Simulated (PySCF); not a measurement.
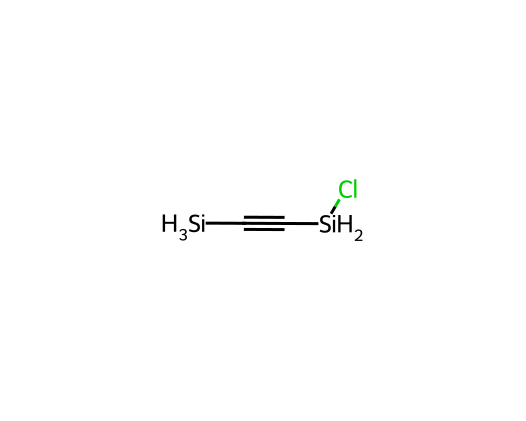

Figure made from data computed with PySCF.

2D structure.

Transcribe the drawing into SMILES.

[SiH3]C#C[SiH2]Cl

What is the molecular formula?

C2H5ClSi2.

An optimisation with PBE0-D3(BJ)/def2-SVP gave a structure of which point group?

Cs.
